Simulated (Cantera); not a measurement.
Feed: 1 mol Si3N4, a varied amount of N2O, 58 mol H2, 0.0044 mol O2, held at 700 °C and 0.810 Pa.

Cantera equilibrium calculation (NASA polynomials, part measured and part estimated; ideal gas, pure solids and liquids). Candidate condensed phases: H2O, Si, SiO2, Si2N2O, Si3N4; 35 gas species. The numbers say what is thermodynamically allowed, not how fast it happens.

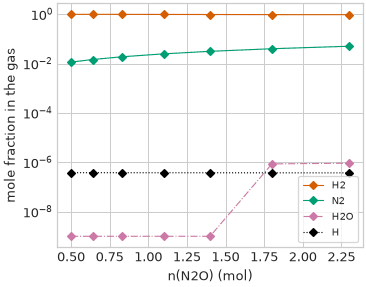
Equilibrium gas composition (values under 1e-9 drawn at 1e-9)

From 0.5 mol N2O to 1.4 mol N2O the condensed part is Si2N2O(s) + Si3N4(s). From 1.8 mol N2O to 2.3 mol N2O the condensed part is SiO2(β-quartz) + Si2N2O(s).
